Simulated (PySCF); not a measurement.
Molecule: SMILES Cl[Si]([SiH2]B(C)C)(Cl)Cl, singlet. Atoms near the plane z = 0.0 Å, at the GFN2-xTB optimised geometry (x, y, z in Å): Si5 (-0.8, 1.4, 0.0), B6 (0.2, -0.3, 0.0), C7 (-0.6, -1.7, 0.1), C8 (1.7, -0.3, 0.0), H9 (-2.2, 1.4, -0.6), H10 (-0.2, 2.5, -0.7), H11 (-1.3, -1.8, -0.7), H12 (0.0, -2.5, 0.2), H13 (-1.3, -1.6, 1.0), H14 (2.2, -1.3, -0.2), H15 (2.1, 0.0, 1.0), H16 (2.2, 0.4, -0.7).

Calculation: PySCF with PBE0/def2-TZVP. Cells within 0.4 Å of a nucleus heavier than hydrogen are left out (blank, or x). The values are rescaled to run from 0 to 1.

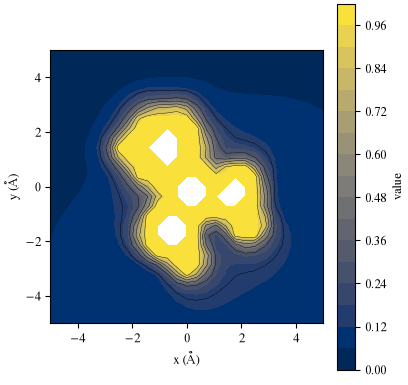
Figure. a field on the plane z = 0.0 Å.

Task: Which quantity is mapped?
(A) log10 of the electron density
(B) electron localisation function
(C) electrostatic potential
(D) an orbital amplitude

Result: C, electrostatic potential. In full: electrostatic potential (hartree/e), clipped to [-0.08, 0.12].
